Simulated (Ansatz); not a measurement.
Input file:

```
crystal:
  periodic: [false, false, false]
  atoms:
    - {symbol: Al, position_ang: [-0.649059, 0.350346, -0.046663]}
    - {symbol: Cl, position_ang: [1.753793, -0.272812, -0.550006]}
    - {symbol: Cl, position_ang: [-1.521880, -0.066507, -1.894628]}
    - {symbol: Cl, position_ang: [-0.393145, 2.344456, 0.508846]}
    - {symbol: H, position_ang: [1.681525, -1.165571, 0.379469]}
    - {symbol: Br, position_ang: [-0.871334, -1.190013, 1.602882]}
basis:
  gaussian: {orbitals: def2-TZVPP}
hamiltonian: {xc: pbe0, dispersion: d4}
output: {orbitals: {seedname: orbitals}}
```

Command:

```sh
ansatz run in.yaml --threads 8 --pin off --events-out ev --progress --plain --max-ram 19148MiB
```

The product side of a reaction path; geometry: PBE0-D4/def2-TZVP.

Theory: RKS PBE0-D4/def2-TZVPP in Ansatz 0.2.0.

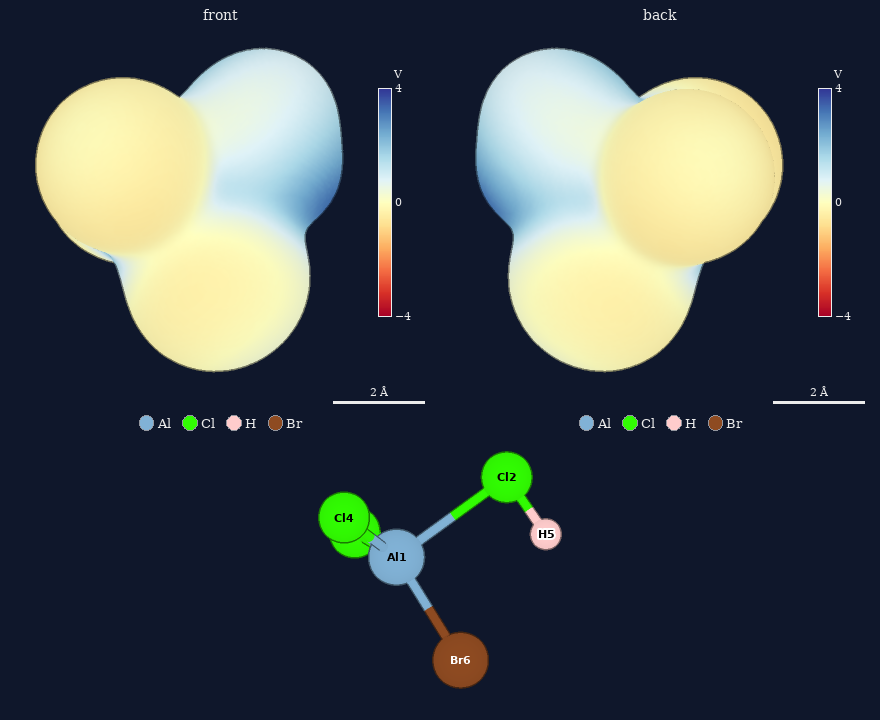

AlBrCl3H. The electrostatic potential painted on the density surface at 0.002 e/bohr³, seen from the front and from behind; red is negative and blue positive. The bare structure is drawn below in the same view.

### Which sites attract a positive test charge, and which a negative one?

A positive charge is drawn to the negative regions and a negative charge to the positive ones. The most negative region (about −0.5 V) lies over Cl3 and Cl4, the most positive (about +3.1 V) over H5.
